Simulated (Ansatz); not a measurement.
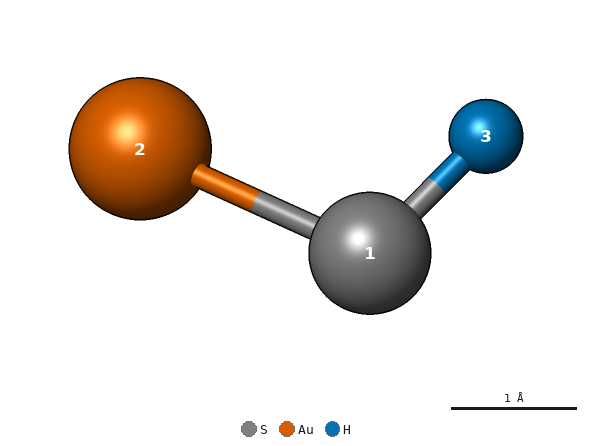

(Drawn from a calculation with Ansatz.)

The view is orthographic, and the bar gives the scale. Charge 0, singlet. Geometry: moved along internal coordinates away from the minimum.

Reconstruct the coordinates (Å) as seen: x to the right, y up, z towards the viewer, origin at the mean of the atomic positions.

```xyz
3
AuHS
S    0.30  -0.59   0.41
Au  -1.53   0.25  -0.55
H    1.23   0.35   0.14
```
